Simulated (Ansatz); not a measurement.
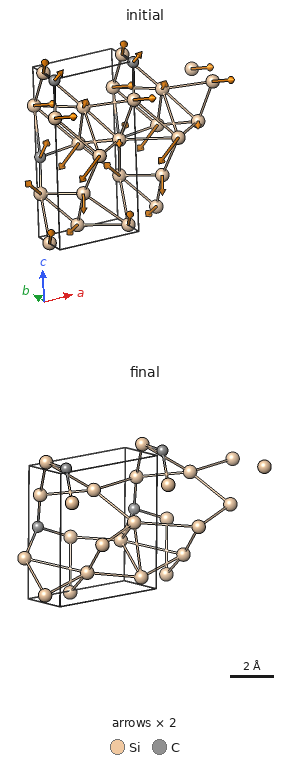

The structure of a crystal of Si4C (a generated structure, set up in P1) (coarse preliminary run) before (top) and after (bottom) a relaxation, at one scale. The orange arrows give the displacements (the part carried along by the change of the cell is left out), magnified 2 times.

Style: ball-and-stick. Shown: the cell of the calculation, repeated 2 × 1 × 1 with one cell outlined, slightly off an axis.

The calculation used Ansatz 0.2.0, DFT PBE, scalar-relativistic, plane waves, PAW.

Input
```yaml
crystal:
  lattice:
    - [2.6014049321, 1.5455985724, 2.7660622966]
    - [-2.6075893354, 1.5924226162, 2.7459991661]
    - [0.0749172196, -5.9019360337, 5.3042171707]
  atoms:
    - { symbol: Si, position: [0.468530231, 0.5687036838, 0.2385246798] }
    - { symbol: Si, position: [0.4948328142, 0.5201967587, 0.7460810451] }
    - { symbol: Si, position: [1.0333020418, 0.9701844298, 0.2534218646] }
    - { symbol: Si, position: [-0.0023431995, -0.006438577, 0.7738933303] }
    - { symbol: Si, position: [0.4798757174, 0.9588136228, 1.0232191462] }
    - { symbol: Si, position: [0.5434767421, 0.0074074534, 0.4917679586] }
    - { symbol: Si, position: [1.0101873334, 0.53223905, 0.9991175988] }
    - { symbol: Si, position: [-0.0910953862, 0.432086933, 0.5168628925] }
    - { symbol: C, position: [1.0479353439, 0.9846884105, 0.4663090254] }
    - { symbol: C, position: [0.0152983618, 0.032118235, 0.9908024586] }
basis:
  ecutwfc: 420
kpoints:
  mp_grid: { grid: [6, 6, 4] }
hamiltonian:
  xc: pbe
scf:
  occupations: { method: gaussian, width: 0.2 }
  lower_state_search: "off"
output:
  forces: true
  stress: true
  eigenvalues: true
relax:
  adjacent_minimum: "off"
  f_tol: 0.025
  max_steps: 60
  cell: { stress_tol: 0.25 }
```

Run as
```bash
ansatz run input.yaml --threads 1 --pin off --max-ram 2560MiB --backend cpu --events-out ev --progress --plain --runs-dir out
```

Question: Describe what moved and what it gained.

Answer: The run was cut off at its time limit before the relaxation converged, so the last structure is only a point on the way. Si6 moves most relative to the cell: 0.98 Å along [−1 3 −2]. By element the largest moves are Si 0.98 Å, C 0.65 Å. The volume changes by +8.2 %, with a 4.100 → 4.807 Å (+17.3 %), b 4.108 → 4.738 Å (+15.3 %), c 7.936 → 6.203 Å (−21.8 %), α 81.2° → 86.0°, β 79.8° → 79.6°, γ 78.8° → 88.9°. Among the contacts that change: Si2–Si4 2.694 → 4.308 Å, Si1–Si2 3.925 → 2.369 Å, Si6–Si8 2.541 → 4.083 Å, Si5–Si7 2.512 → 3.952 Å. Bond angles that change, for instance: C9–Si3–C10 171.1° → 109.7°, Si3–C10–Si4 167.9° → 121.2°, Si5–Si1–Si7 62.0° → 103.2°. The space group stays P1 (No. 1). Over 10 geometry steps the energy falls by 5.769 eV per cell of the calculation. Largest force component: 4.5 eV/Å at the start, 0.83 eV/Å at the end. Pressure: 14.92 GPa at the start and 3.11 GPa at the end.
